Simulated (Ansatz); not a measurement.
# Tc of SrVO3 (Pm-3m) from its phonons

What Tc do the phonons of SrVO3 (Pm-3m) give, and how does it depend on μ*? The cell shown first is a relaxed one, from steps not shown here.

Main program and level: Ansatz 0.2.0; DFT LDA, scalar-relativistic, plane waves, PAW; PAW set soft_1, in the first sound run; inputs show where later runs differ.

## Step 1: The cell after earlier relaxation steps

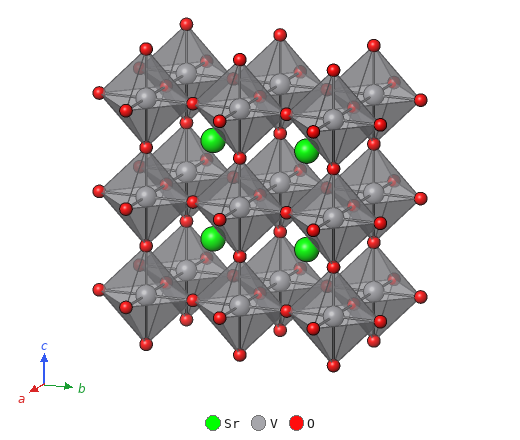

Start, viewed slightly off an axis; strontium green, vanadium grey, oxygen red. 1×2×2 cells are drawn. Some periodic images of atoms are drawn too.

## Step 2: Coupling and resistivity: LDA at its own relaxed cell

The run that gives the couplings also evaluates McMillan's and Allen and Dynes's formulas and, where asked, the Eliashberg equations, over a range of μ*.

Contents of input.yaml:

```yaml
crystal:
  lattice:
    - [3.7738115904, 0.0, 0.0]
    - [0.0, 3.7738115904, 0.0]
    - [0.0, 0.0, 3.7738115904]
  atoms:
    - { symbol: Sr, position: [0.5, 0.5, 0.5] }
    - { symbol: V, position: [0.0, 0.0, 0.0] }
    - { symbol: O, position: [0.5, 0.0, 0.0] }
    - { symbol: O, position: [0.0, 0.5, 0.0] }
    - { symbol: O, position: [0.0, 0.0, 0.5] }
kpoints:
  mp_grid: { grid: [6, 6, 6] }
hamiltonian:
  xc: lda
  pseudopotentials: { kind: paw, azcp: { folder: soft_1 }, xc_functional: pbe }
scf:
  occupations: { method: methfessel_paxton, width: 0.2 }
output:
  eigenvalues: true
phonons:
  method: dfpt
  qmesh: [2, 2, 2]
  temperatures: { t_max: 1000, t_step: 50 }
  qpath:
    path:
      - [[0.0, 0.0, 0.0], [0.0, 0.5, 0.0], [0.5, 0.5, 0.0], [0.0, 0.0, 0.0], [0.5, 0.5, 0.5], [0.0, 0.5, 0.0]]
      - [[0.5, 0.5, 0.5], [0.5, 0.5, 0.0]]
    npoints: 10
  electrical_resistivity:
    mesh: [8, 8, 8]
    temperatures: [20.0, 50.0, 80.0, 100.0, 150.0, 200.0, 273.0, 300.0, 400.0, 500.0, 600.0, 800.0]
  superconductivity: { mesh: [8, 8, 8], eliashberg_equations: false }
```

Launch:

```sh
> ansatz run input.yaml --threads 8 --pin off --max-ram 20480MiB --backend cpu --events-out ev --progress --plain --runs-dir out
```

Numbers of over 12 decimals in the logs are rounded to 6 here.

The log of the run:

```text
Engine: ansatz 0.2.0, x86_64-unknown-linux-gnu
Pseudopotentials: kind: paw
Pseudopotential: Sr, paw, valence charge 10, recommended cutoff 420 eV (normal), soft_1/Sr.paw.azcp
Pseudopotential: V, paw, valence charge 13, recommended cutoff 420 eV (normal), soft_1/V.paw.azcp
Pseudopotential: O, paw, valence charge 6, recommended cutoff 420 eV (normal), soft_1/O.paw.azcp
Functional definition: SPW92
  exchange = slater_x
  correlation = pw_c
Crystal: 5 atoms, lattice volume = 53.745 Å³
Basis set: ecut = 420 eV, 1021 PW (Γ), exchange–correlation on 54×54×54 points (8 copies of the dense FFT grid, shifted against one another)
Bands: 26, of which v1, the nominal top of the filled ones, is band 21 counted from 1 (20 counted from 0)
Symmetry: 48 space group operations
k-points: 20 of 216
Non-local potential: Sr, projectors of the file, l = 0: 3, l = 1: 2, l = 2: 2
Non-local potential: V, projectors of the file, l = 0: 3, l = 1: 2, l = 2: 3, l = 3: 1
Non-local potential: O, projectors of the file, l = 0: 2, l = 1: 2, l = 2: 1
PAW form: soft (Blöchl's): semilocal exchange-correlation on the pseudo side does not see the compensation charge
PAW frozen core: Sr, regenerated for the run's functional, and the local potential with it (the file was generated under x = pbe(κ = 0.804, μ = 0.219515), c = pbe(β = 0.066725))
PAW frozen core: V, regenerated for the run's functional, and the local potential with it (the file was generated under x = pbe(κ = 0.804, μ = 0.219515), c = pbe(β = 0.066725))
PAW frozen core: O, regenerated for the run's functional, and the local potential with it (the file was generated under x = pbe(κ = 0.804, μ = 0.219515), c = pbe(β = 0.066725))
PAW one-centre angular grid: Sr, 110 points (default); XC on 64 Gauss nodes
PAW one-centre angular grid: V, 590 points (default); XC on 64 Gauss nodes
PAW one-centre angular grid: O, 110 points (default); XC on 64 Gauss nodes
Initial density: superposition of atomic densities (chi_scale 0.1, normalization cell, long waves kept (reshape's long-wave potential 0.00 eV rms))
Initial wavefunctions: pseudopotential atomic-orbital guess
Functional: x = slater, c = lda
SCF iter   1: F=—  HF=-7977.993098 eV  |F-HF|=—  |Δ(HF+E_count)|=         —  Δρ=5.20e-2  dr2=1.22e0  ethr=3.10e-3  ⟨swp⟩=7.2  Hψ=2592  notcnv=0
preconditioner: auto → Kerker (q_TF=auto, 2.608 Å⁻¹)  [metal: Δε(μ)=0.092 eV  Ē_g=12.720 eV  σ=0.200 eV  W_gap=0.36  n_scr=18 (ndim 8)  ℏωp=28.2 eV  f_vac=0.000  D(μ)=1.94/eV (n_scr^D=18)]
SCF iter   2: F=—  HF=-7977.811213 eV  |F-HF|=—  |Δ(HF+E_count)|=   1.82e-1  S|Δr|=    0.00e0  Δρ=2.63e-2  dr2=4.25e-1  ethr=2.98e-3  ⟨swp⟩=2.1  Hψ=770  notcnv=0  defer=15
SCF iter   3: F=—  HF=-7977.714461 eV  |F-HF|=—  |Δ(HF+E_count)|=   9.68e-2  S|Δr|=    0.00e0  Δρ=8.14e-3  dr2=4.70e-2  ethr=1.04e-3  ⟨swp⟩=2.2  Hψ=832  notcnv=0  defer=15
SCF iter   4: F=—  HF=-7977.702081 eV  |F-HF|=—  |Δ(HF+E_count)|=   1.24e-2  S|Δr|=    0.00e0  Δρ=2.71e-3  dr2=3.36e-3  ethr=1.15e-4  ⟨swp⟩=2.0  Hψ=824  notcnv=0  defer=15
SCF iter   5: F=—  HF=-7977.701493 eV  |F-HF|=—  |Δ(HF+E_count)|=   5.88e-4  S|Δr|=    0.00e0  Δρ=4.96e-4  dr2=2.03e-4  ethr=8.21e-6  ⟨swp⟩=2.5  Hψ=825  notcnv=0  defer=15
SCF iter   6: F=—  HF=-7977.701447 eV  |F-HF|=—  |Δ(HF+E_count)|=   4.54e-5  S|Δr|=    0.00e0  Δρ=1.60e-4  dr2=1.43e-5  ethr=4.94e-7  ⟨swp⟩=2.1  Hψ=766  notcnv=0  defer=15
SCF iter   7: F=—  HF=-7977.701460 eV  |F-HF|=—  |Δ(HF+E_count)|=   1.25e-5  S|Δr|=    0.00e0  Δρ=4.28e-5  dr2=1.73e-6  ethr=3.49e-8  ⟨swp⟩=2.1  Hψ=895  notcnv=0  defer=15
SCF iter   8: F=—  HF=-7977.701454 eV  |F-HF|=—  |Δ(HF+E_count)|=   5.80e-6  S|Δr|=    0.00e0  Δρ=1.61e-5  dr2=1.60e-7  ethr=4.22e-9  ⟨swp⟩=2.1  Hψ=748  notcnv=0  defer=15
SCF iter   9: F=—  HF=-7977.701454 eV  |F-HF|=—  |Δ(HF+E_count)|=   3.76e-9  S|Δr|=    0.00e0  Δρ=3.15e-6  dr2=4.06e-9  ethr=3.91e-10  ⟨swp⟩=2.4  Hψ=771  notcnv=0  defer=15
SCF iter  10: F=—  HF=-7977.701454 eV  |F-HF|=—  |Δ(HF+E_count)|=  1.72e-10  S|Δr|=    0.00e0  Δρ=8.69e-7  dr2=2.76e-10  ethr=9.91e-12  ⟨swp⟩=2.0  Hψ=820  notcnv=0  defer=15
[...]
SCF 1 converged in 11 iterations: F = -7977.701454 eV  dr2 = 4.76e-12
  greatest PAW one-centre occupation: 1.000 electrons in one spin orbital (limit 2), on the V atom at site 1 (counted from 0), in its partial waves of l = 0
phonons: the bands overlap, so this run is a metal and interpolates without the dipole-dipole term. If the crystal is really an insulator or semiconductor, its LO-TO splitting is missing
NSCF: frozen V_eff on 20 k-points
WARN: eigensolver did not converge in 10 slots of this pass, the one above among them; of largest residual over every band (k=3): 1 band(s) unlocked (lowest unlocked band 25, counted from 0; max residual 1.60e-3 eV among the unlocked bands, 1.60e-3 eV over every band); of lowest unlocked band (k=2): band 25
NSCF: frozen V_eff on 64 k-points
DFPT response loops at q = (0, 0, 0) (fractional): preconditioner auto → Kerker (q_TF=auto, 2.608 Å⁻¹) (partly filled bands, converged f_vac=0.000); β = 1.00, the filter's whole step (`scf.mixing.beta` (0.50) is not read by the response loops under this deck's `scf.mixing.preconditioner`; to damp them name `kerker` or `kerker_dos`, under which they read `scf.mixing.beta`, and type it under 1.00, their step now; both keys bind the ground state too); Broyden in place of MSR1
NSCF: frozen V_eff on 128 k-points
DFPT response loops at q = (0, 0, -0.5) (fractional): mixed as the last ones told, above
NSCF: frozen V_eff on 128 k-points
DFPT response loops at q = (0, -0.5, -0.5) (fractional): mixed as the last ones told, above
NSCF: frozen V_eff on 128 k-points
DFPT response loops at q = (-0.5, -0.5, -0.5) (fractional): mixed as the last ones told, above
[...]
SCF iter   2: F=—  HF=-7977.811213 eV  |F-HF|=—  |Δ(HF+E_count)|=   1.82e-1  S|Δr|=    0.00e0  Δρ=2.63e-2  dr2=4.25e-1  ethr=2.98e-3  ⟨swp⟩=2.1  Hψ=770  notcnv=0  defer=15
SCF iter   3: F=—  HF=-7977.714461 eV  |F-HF|=—  |Δ(HF+E_count)|=   9.68e-2  S|Δr|=    0.00e0  Δρ=8.14e-3  dr2=4.70e-2  ethr=1.04e-3  ⟨swp⟩=2.2  Hψ=832  notcnv=0  defer=15
SCF iter   4: F=—  HF=-7977.702081 eV  |F-HF|=—  |Δ(HF+E_count)|=   1.24e-2  S|Δr|=    0.00e0  Δρ=2.71e-3  dr2=3.36e-3  ethr=1.15e-4  ⟨swp⟩=2.0  Hψ=824  notcnv=0  defer=15
SCF iter   5: F=—  HF=-7977.701493 eV  |F-HF|=—  |Δ(HF+E_count)|=   5.88e-4  S|Δr|=    0.00e0  Δρ=4.96e-4  dr2=2.03e-4  ethr=8.21e-6  ⟨swp⟩=2.5  Hψ=825  notcnv=0  defer=15
SCF iter   6: F=—  HF=-7977.701447 eV  |F-HF|=—  |Δ(HF+E_count)|=   4.54e-5  S|Δr|=    0.00e0  Δρ=1.60e-4  dr2=1.43e-5  ethr=4.94e-7  ⟨swp⟩=2.1  Hψ=766  notcnv=0  defer=15
[...]
400.00      2.3762e1              no      2.3762e1      2.3762e1      2.3762e1        2.4505e1          1.9457e1
    500.00      3.1570e1              no      3.1570e1      3.1570e1      3.1570e1        3.2349e1          2.5778e1
    600.00      3.9247e1              no      3.9247e1      3.9247e1      3.9247e1        4.0137e1          3.1978e1
    800.00      5.4415e1              no      5.4415e1      5.4415e1      5.4415e1        5.5665e1          4.4182e1
  mean free path at 20 K (of a tensor a third of its trace): 154631 nm by what each carries, 131276 by the Fermi surface alone
  Hall coefficient in a weak field at 20 K (a third of the trace): -2.701e-10 m³/C (as a tensor it moves by 15.9 % between the two finest meshes); by each state's relaxation time: -2.673e-10 m³/C; by a constant relaxation time: -2.403e-10 m³/C
  mean free path at 50 K (of a tensor a third of its trace): 955 nm by what each carries, 713 by the Fermi surface alone
  Hall coefficient in a weak field at 50 K (a third of the trace): -3.188e-10 m³/C (as a tensor it moves by 2.9 % between the two finest meshes); by each state's relaxation time: -2.727e-10 m³/C; by a constant relaxation time: -2.411e-10 m³/C
  mean free path at 80 K (of a tensor a third of its trace): 177 nm by what each carries, 146 by the Fermi surface alone
  Hall coefficient in a weak field at 80 K (a third of the trace): -2.726e-10 m³/C (as a tensor it moves by 9.9 % between the two finest meshes); by each state's relaxation time: -2.689e-10 m³/C; by a constant relaxation time: -2.423e-10 m³/C
  mean free path at 100 K (of a tensor a third of its trace): 93.2 nm by what each carries, 80.0 by the Fermi surface alone
  Hall coefficient in a weak field at 100 K (a third of the trace): -2.601e-10 m³/C (as a tensor it moves by 12.5 % between the two finest meshes); by each state's relaxation time: -2.691e-10 m³/C; by a constant relaxation time: -2.430e-10 m³/C
  mean free path at 150 K (of a tensor a third of its trace): 34.4 nm by what each carries, 30.8 by the Fermi surface alone
  Hall coefficient in a weak field at 150 K (a third of the trace): -2.521e-10 m³/C (as a tensor it moves by 13.7 % between the two finest meshes); by each state's relaxation time: -2.697e-10 m³/C; by a constant relaxation time: -2.442e-10 m³/C
  mean free path at 200 K (of a tensor a third of its trace): 18.7 nm by what each carries, 17.1 by the Fermi surface alone
  Hall coefficient in a weak field at 200 K (a third of the trace): -2.497e-10 m³/C (as a tensor it moves by 13.2 % between the two finest meshes); by each state's relaxation time: -2.682e-10 m³/C; by a constant relaxation time: -2.449e-10 m³/C
  mean free path at 273 K (of a tensor a third of its trace): 10.6 nm by what each carries, 9.95 by the Fermi surface alone
  Hall coefficient in a weak field at 273 K (a third of the trace): -2.470e-10 m³/C (as a tensor it moves by 12.5 % between the two finest meshes); by each state's relaxation time: -2.652e-10 m³/C; by a constant relaxation time: -2.453e-10 m³/C
  mean free path at 300 K (of a tensor a third of its trace): 9.08 nm by what each carries, 8.58 by the Fermi surface alone
  Hall coefficient in a weak field at 300 K (a third of the trace): -2.462e-10 m³/C (as a tensor it moves by 12.3 % between the two finest meshes); by each state's relaxation time: -2.643e-10 m³/C; by a constant relaxation time: -2.454e-10 m³/C
  mean free path at 400 K (of a tensor a third of its trace): 5.96 nm by what each carries, 5.70 by the Fermi surface alone
  Hall coefficient in a weak field at 400 K (a third of the trace): -2.451e-10 m³/C (as a tensor it moves by 12.0 % between the two finest meshes); by each state's relaxation time: -2.627e-10 m³/C; by a constant relaxation time: -2.459e-10 m³/C
  mean free path at 500 K (of a tensor a third of its trace): 4.47 nm by what each carries, 4.29 by the Fermi surface alone
  Hall coefficient in a weak field at 500 K (a third of the trace): -2.461e-10 m³/C (as a tensor it moves by 12.0 % between the two finest meshes); by each state's relaxation time: -2.634e-10 m³/C; by a constant relaxation time: -2.465e-10 m³/C
  mean free path at 600 K (of a tensor a third of its trace): 3.61 nm by what each carries, 3.45 by the Fermi surface alone
  Hall coefficient in a weak field at 600 K (a third of the trace): -2.482e-10 m³/C (as a tensor it moves by 12.2 % between the two finest meshes); by each state's relaxation time: -2.653e-10 m³/C; by a constant relaxation time: -2.472e-10 m³/C
  mean free path at 800 K (of a tensor a third of its trace): 2.62 nm by what each carries, 2.49 by the Fermi surface alone
  Hall coefficient in a weak field at 800 K (a third of the trace): -2.536e-10 m³/C (as a tensor it moves by 13.3 % between the two finest meshes); by each state's relaxation time: -2.706e-10 m³/C; by a constant relaxation time: -2.488e-10 m³/C
  the resistivity times a path that all electrons share, by the Fermi surface of the deck's mesh alone (a third of the trace): 1.354e-15 Ω·m²
  not converged in the mesh (λ; the resistivity at 20 K by 18.78 %; the resistivity at 200 K by 2.14 %; the resistivity at 273 K by 3.18 %; the resistivity at 300 K by 3.41 %; the resistivity at 400 K by 3.78 %; the resistivity at 500 K by 3.73 %; the resistivity at 600 K by 3.50 %; the resistivity at 800 K by 2.89 %): between neighbouring meshes, the two finest first, λ moves by 5.57 %, λ_tr by 0.40 % and the resistivity by up to 18.78 %; an estimate, no bound, puts it up to 3.2e-7 % above the Boltzmann equation's exact value after up to 6 iterations (at most 30 are made, fewer where the estimate is under 1.0e-6 % of each spin channel's own resistivity)
  vibrations of 8 cells: unjudged by the run; compare a larger repeat
  the changes of the potential over all sites missed a rigid shift's by 0.00 % (the site terms' by 0.00 %)
  at the force constants' own smearing the fine mesh and the k-points of their solves give squared frequencies that differ by 2.2 % of the larger at the most, at (0, 0, -0.5)
--- Superconductivity: potentials and phonons of a 2×2×2 supercell ---
  pairing by harmonic phonons, in the closed forms alone; spin fluctuations are left out, and so is spin–orbit coupling
           mesh         λ    ħω_log (meV)  μ* declared at (meV)
          8×8×8    0.2556          37.578               47.440
          4×4×4    0.2699          38.749               48.550
  λ by the species' shares of the modes' patterns: Sr 0.0495, V 0.0689, O 0.1372
  transition temperature on the deck's mesh (K), isotropic and anisotropic, restricted to the Fermi surface (FSR) and over the full bandwidth (FBW), and the last with the density of states resolved in a narrower window:
        μ*   McMillan   Allen–Dynes      iso. FSR      iso. FBW    aniso. FSR    aniso. FBW  narrow window
      0.08      0.120         0.121             -             -             -             -              -
      0.10      0.032         0.032             -             -             -             -              -
      0.12      0.005         0.005             -             -             -             -              -
      0.13      0.001         0.001             -             -             -             -              -
      0.14      0.000         0.000             -             -             -             -              -
      0.16      0.000         0.000             -             -             -             -              -
      0.20      0.000         0.000             -             -             -             -              -
  not judged without the Eliashberg equations: between neighbouring meshes, the two finest first, λ moves by 5.57 %
  vibrations of 8 cells: unjudged by the run; compare a larger repeat
  the changes of the potential over all sites missed a rigid shift's by 0.00 % (the site terms' by 0.00 %)
  at the force constants' own smearing the fine mesh and the k-points of their solves give squared frequencies that differ by 2.2 % of the larger at the most, at (0, 0, -0.5)
[key lines of the parts left out:]
SCF converged after 11 iterations
Free energy (F): -7977.701454 eV
Fermi energy:    12.976875 eV
```

Wall time 90 s (8 threads of Intel Xeon at 2.70GHz, shared host); peak memory 2.3 GiB; 9 min of CPU time.

The column dr2 measures how far the density is from self-consistency, as an energy; F and HF (Harris–Foulkes) agree once it is small.

Numbers from this step:

| Quantity | Value |
| --- | --- |
| volume per atom | 10.75 Å³/atom |
| metallic on mesh | yes |
| gap on the k-mesh | 0 eV |
| zero point energy | 0.3283 eV/cell |
| share of imaginary modes | 0 |
| highest frequency on the path or at a solved wavevector | 792.0 cm⁻¹ |
| Debye temperature (second moment) | 735 K |
| resistivity at 300 K | 15.78 μΩ cm |
| coupling constant λ | 0.2556 |
| density of states at the Fermi level | 0.7539 states/eV a spin and cell |
| log mean phonon energy ħω_log | 37.58 meV |
| transport coupling constant λ_tr | 0.3166, 0.3166, 0.3166 (xx, yy, zz) |
| Drude plasma energy | 4.242, 4.242, 4.242 eV (xx, yy, zz) |
| resistivity times mean free path | 13.54, 13.54, 13.54 × 10⁻¹⁶ Ω m² (xx, yy, zz) |
| second-moment phonon energy ħω₂ | 47.44 meV |

An empty cell: under 1 mK by a formula, or no transition down to the floor of the Eliashberg search. Transition temperatures:

```csv
μ*,McMillan Tc (K),Allen–Dynes Tc (K)
0.08,0.12,0.121
0.1,0.0319,0.0321
0.12,0.00498,0.00502
0.13,0.00145,0.00146
0.14,-,-
0.16,-,-
0.2,-,-
```

(Part 1 of 2 ends here.)

[Logs are printed without paths, hosts, clocks, repeated set-up lines and the standing remarks that a program may print on its own settings, such as how far it seeks lower states.]

[Hosts, paths, dates, database ids (printed as entryN), source tags and the programs' standing remarks are cut or masked in the printed files.]
